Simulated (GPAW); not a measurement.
Consider zinc-blende (AlAs)1-x(InAs)x, x = 0.125.

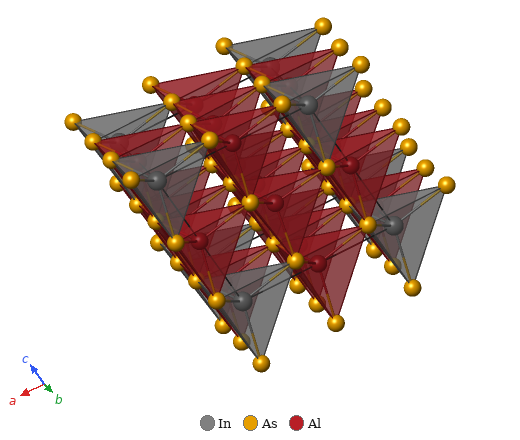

The structure (indium grey, arsenic orange, aluminium red). Some periodic images of atoms are drawn too.

```cif
data_structure
_symmetry_space_group_name_H-M 'P 1'
_symmetry_Int_Tables_number 1
_cell_length_a 8.0760
_cell_length_b 8.0760
_cell_length_c 8.0760
_cell_angle_alpha 60.000
_cell_angle_beta 60.000
_cell_angle_gamma 60.000
_cell_volume 372.46
loop_
_atom_site_label
_atom_site_type_symbol
_atom_site_fract_x
_atom_site_fract_y
_atom_site_fract_z
_atom_site_occupancy
In1 In 0.99937 0.00093 0.00030 1
As2 As 0.13018 0.13171 0.13033 1
Al3 Al 0.00075 0.99943 0.50026 1
As4 As 0.13028 0.13137 0.60884 1
Al5 Al 0.99972 0.50188 0.99948 1
As6 As 0.13092 0.60934 0.13077 1
Al7 Al 0.99750 0.50165 0.50078 1
As8 As 0.12421 0.62519 0.62505 1
Al9 Al 0.50013 0.99826 0.99901 1
As10 As 0.60771 0.12855 0.13124 1
Al11 Al 0.50024 0.99868 0.50127 1
As12 As 0.62619 0.12379 0.62455 1
Al13 Al 0.50118 0.49834 0.99986 1
As14 As 0.62527 0.62392 0.12455 1
Al15 Al 0.49929 0.49884 0.49964 1
As16 As 0.62331 0.62426 0.62546 1
```

Absorber: atom 2, with 3 Al at 2.44 Å and 1 In at 2.58 Å (distorted tetrahedral). Method: GPAW, PBE, excited-electron core hole (neutral cell), 16-atom cell with 8.1 Å between holes, 4×4×4 k points, dipole transitions, Gaussian full width 2.14 eV up to 4 eV, rising linearly to 3.5 eV at 25 eV.

Question: Where do the maxima of the As K edge fall?

Main maxima up to 26 eV above the zero (height): 4.2 eV (1.37), 6.4 eV (1.37), 12.8 eV (0.94), 17.2 eV (0.93) and 24.8 eV (1.05). A K edge sees empty p states on the absorber. 

The As K spectrum (energy from the bottom of the conduction band, which holds the excited electron; intensity scaled to a mean of 1 over the first 20 eV):

```tsv
E (eV)	intensity
-2.0	0.00
-0.5	0.09
1.0	0.68
2.5	1.10
4.0	1.36
5.5	1.33
7.0	1.32
8.5	1.08
10.0	0.86
11.5	0.86
13.0	0.94
14.5	0.84
16.0	0.89
17.5	0.93
19.0	0.90
20.5	0.92
22.0	0.92
23.5	0.99
25.0	1.05
26.5	0.92
```

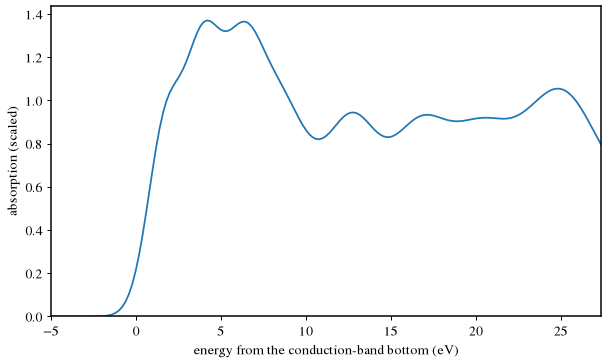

The As K edge.

The script folds with a Gaussian, whereas the core hole's own line is a Lorentzian, so the onset is too steep and the first peak too high.

[Banner, clock and machine lines of the logs are left out without a mark of their own.]

[Logs are printed without paths, hosts, clocks, repeated set-up lines and the standing remarks that a program may print on its own settings, such as how far it seeks lower states.]

[Hosts, paths, dates, database ids (printed as entryN), source tags and the programs' standing remarks are cut or masked in the printed files.]

[Lists of maxima count a maximum above −3 eV only where it reaches 4 % of the highest in the window and stands out from its surroundings by 2 % of it (1.5 % where it reaches 55 %); shoulders and weaker maxima are passed over, and of the rest the first, up to two pre-edge ones and the few strongest are named.]
